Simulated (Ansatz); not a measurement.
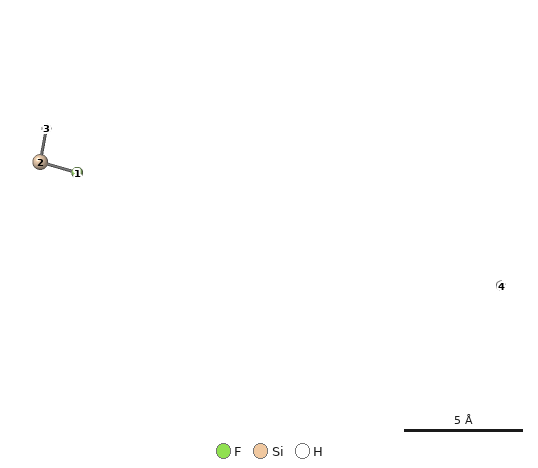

Atoms carry their numbers in the input. Charge −1, singlet. The geometry was computed by an optimisation with PBE0-D4/def2-TZVPD. No frequency run is at hand to confirm it as a minimum.

What are the angles F1–Si2–H3?

```
    angle  degrees
F1–Si2–H3     96.3
```
